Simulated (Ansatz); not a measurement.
HNSi (SMILES N=[Si])

The calculation's input:

```
crystal:
  periodic: [false, false, false]
  atoms:
    - {symbol: "N", position_ang: [0.000000, 0.000000, -0.186490]}
    - {symbol: Si, position_ang: [0.000000, 0.000000, 1.388399]}
    - {symbol: H, position_ang: [0.000000, 0.000000, -1.201909]}
basis:
  gaussian:
    orbitals: def2-TZVPD
hamiltonian:
  xc: {name: PBE0}
output:
  forces: true
  orbitals: {seedname: orbitals}
```

Launched as:

```sh
ansatz run input.yaml --threads 1 --pin off --max-ram 2610MiB --events-out events.jsonl --progress --plain --runs-dir runs
```

Geometry: PBE-D3(BJ)/def2-SVP.

Theory: isolated molecule in a Gaussian basis; Kohn-Sham density functional theory, functional PBE0 (Ansatz).

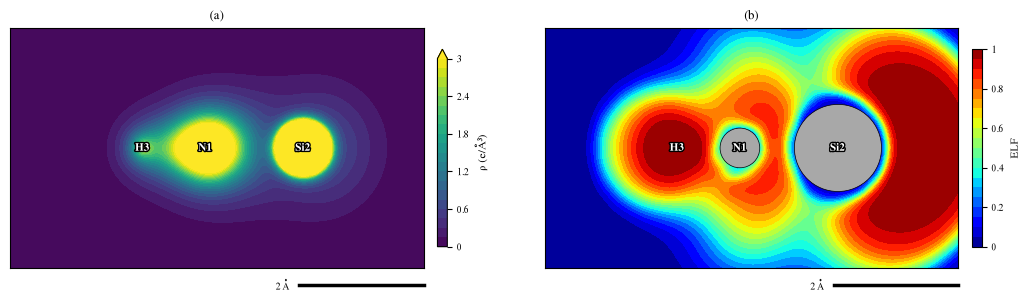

Figure 1. (a) total electron density; (b) ELF on a plane that holds the molecular axis. Grey discs cover the atomic cores in the ELF map.

Describe what can be read from this map.

The plane passes through N, Si and H nuclei.
Si–N (1.57 Å): ρ is about 1.3 e/Å³ halfway; the ELF peaks at about 0.85 between the atoms, as expected for a polar covalent bond.
N–H (1.02 Å): ρ at the midpoint is about 2.9 e/Å³; the ELF climbs to about 1 towards the hydrogen, as it does in any bond to H: a covalent bond by its length.
The ELF also peaks beside Si2, away from the bonds: lone-pair regions.

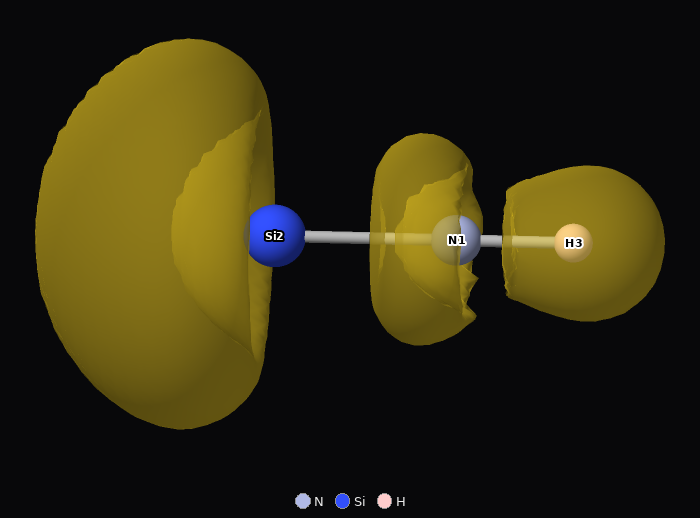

Figure 2. Isosurface of the electron localisation function at 0.8 (yellow), seen from one side. Only the valence region is drawn (cores and ρ < 0.01 e/Å³ removed).

Where are the electrons localised?

The surface consists of one region between bonded N–Si atoms (shared pairs), one region around a hydrogen nucleus and one lobe on Si, pointing away from the bonds (lone pairs).

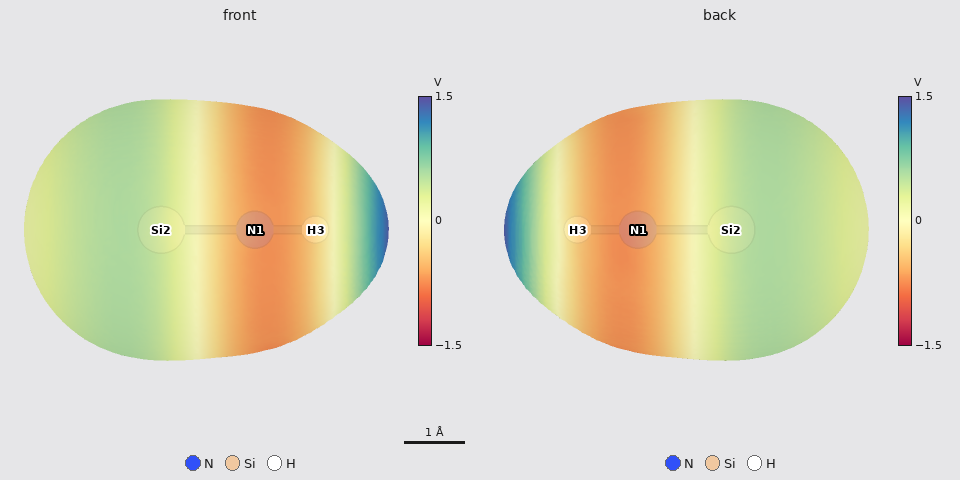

Figure 3. The electrostatic potential painted on the density surface at 0.001 e/bohr³, seen from the front and from behind; red is negative and blue positive.

Where is the surface potential most negative and most positive?

The most negative region (about −0.7 V) lies over N1, the most positive (about +1.4 V) over H3.
